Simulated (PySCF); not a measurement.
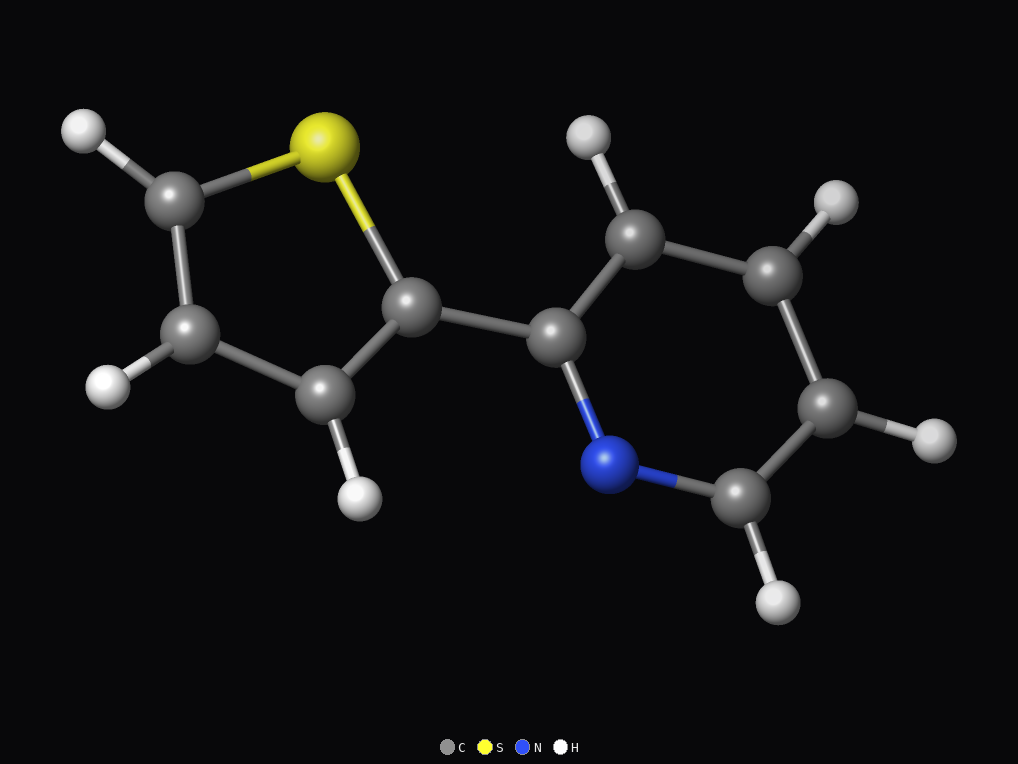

Ball-and-stick drawing of a structure.

The geometry was computed by an optimisation with GFN2-xTB. No frequency run is at hand to confirm it as a minimum.

> What is the molecular formula?

C₉H₇NS, 18 atoms: 9 carbon, 7 hydrogen, 1 nitrogen and 1 sulfur.

> Give the symmetry (Schoenflies symbol).

Cs.

> Does it have rings?

Independent rings (smallest set): 1 of 5 members, 1 of 6 members, 2 of them aromatic.

More results for the same structure follow; atom numbers are the same in all pictures, views and colours differ.

Shape

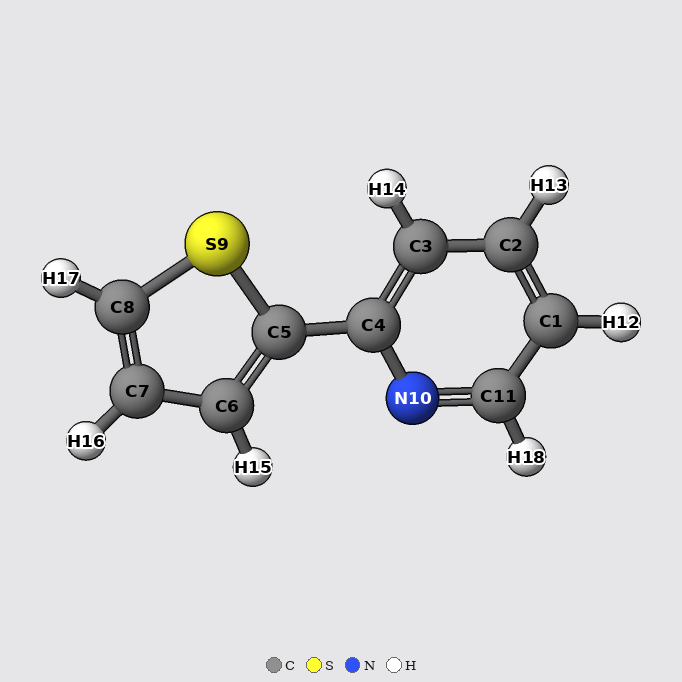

The atoms are numbered. No frequency run is at hand to confirm it as a minimum.

Give the bond lengths. Leave out bonds to hydrogen.

```csv
bond,length (Å),order
C1–C2,1.387,aromatic
C1–C11,1.387,aromatic
C2–C3,1.381,aromatic
C3–C4,1.399,aromatic
C4–C5,1.446,single
C4–N10,1.335,aromatic
C5–C6,1.369,aromatic
C5–S9,1.738,aromatic
C6–C7,1.407,aromatic
C7–C8,1.359,aromatic
C8–S9,1.716,aromatic
N10–C11,1.317,aromatic
```

Dipole moment

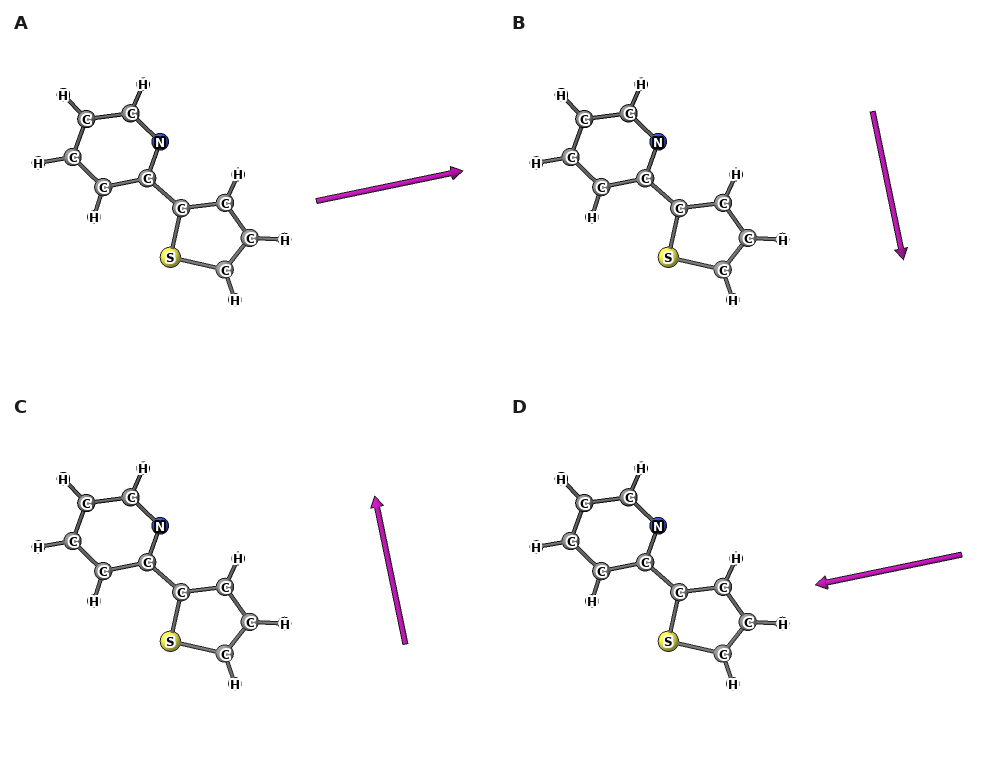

The same molecule four times, each with an arrow. No frequency run is at hand to confirm it as a minimum. Properties computed with PBE0/pcSseg-1, gas phase (PySCF 2.14.0).

> Which arrow points along the dipole moment, from the negative to the positive end?

D. The dipole moment is 1.19 D.

NMR shielding

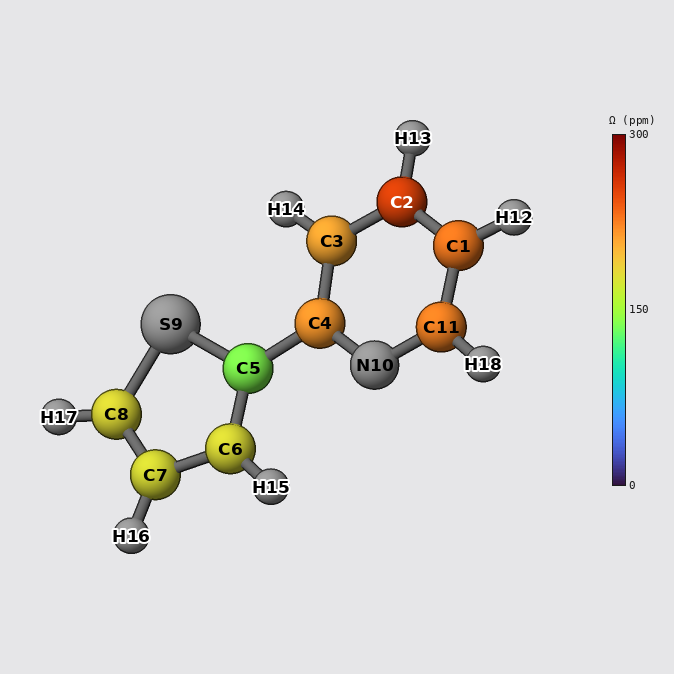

The C atoms are coloured by the span of their shielding tensor. No frequency run is at hand to confirm it as a minimum. Level of theory: GIAO PBE0/pcSseg-1 NMR shielding, non-relativistic, gas phase (PySCF 2.14.0). Principal shieldings σ11 ≤ σ22 ≤ σ33, span Ω = σ33 − σ11, skew κ = 3(σiso − σ22)/Ω.

> Which C atom has the most anisotropic shielding?

C2, with a span of 250 ppm.

Give the shielding tensors of the C atoms.

```json
{"atom": "C1", "σ11": "−48.6", "σ22": "55.0", "σ33": "177.3", "σiso": "61.2", "Ω": "225.9", "κ": "0.08"}
{"atom": "C2", "σ11": "−70.6", "σ22": "24.2", "σ33": "179.6", "σiso": "44.4", "Ω": "250.2", "κ": "0.24"}
{"atom": "C3", "σ11": "−38.4", "σ22": "59.8", "σ33": "168.9", "σiso": "63.4", "Ω": "207.3", "κ": "0.05"}
{"atom": "C4", "σ11": "−68.7", "σ22": "12.3", "σ33": "145.1", "σiso": "29.6", "Ω": "213.8", "κ": "0.24"}
{"atom": "C5", "σ11": "−31.6", "σ22": "24.8", "σ33": "106.9", "σiso": "33.4", "Ω": "138.5", "κ": "0.19"}
{"atom": "C6", "σ11": "−24.0", "σ22": "28.2", "σ33": "155.2", "σiso": "53.1", "Ω": "179.2", "κ": "0.42"}
{"atom": "C7", "σ11": "−27.9", "σ22": "39.9", "σ33": "149.9", "σiso": "54.0", "Ω": "177.8", "κ": "0.24"}
{"atom": "C8", "σ11": "−38.4", "σ22": "53.9", "σ33": "141.0", "σiso": "52.2", "Ω": "179.4", "κ": "−0.03"}
{"atom": "C11", "σ11": "−77.3", "σ22": "26.9", "σ33": "144.9", "σiso": "31.5", "Ω": "222.1", "κ": "0.06"}
```

Shieldings and span in ppm.

Quadrupole coupling

No frequency run is at hand to confirm it as a minimum. Electric field gradients from the ground-state density, PBE0/pcSseg-1 (PySCF 2.14.0), non-relativistic apart from any core potentials.

Give the largest field-gradient component, the quadrupole coupling constant and the asymmetry for 33S at S9 (Q = −67.81 mb), 14N at N10 (Q = 20.44 mb), 2H at H12 (Q = 2.86 mb), 2H at H13 (Q = 2.86 mb).

```
atom  V_zz (a.u.)  e²qQ/h (MHz)     η
  S9        1.825         −29.1  0.61
 N10       −1.092         −5.25  0.28
 H12        0.330         0.222  0.07
 H13        0.324         0.218  0.05
```
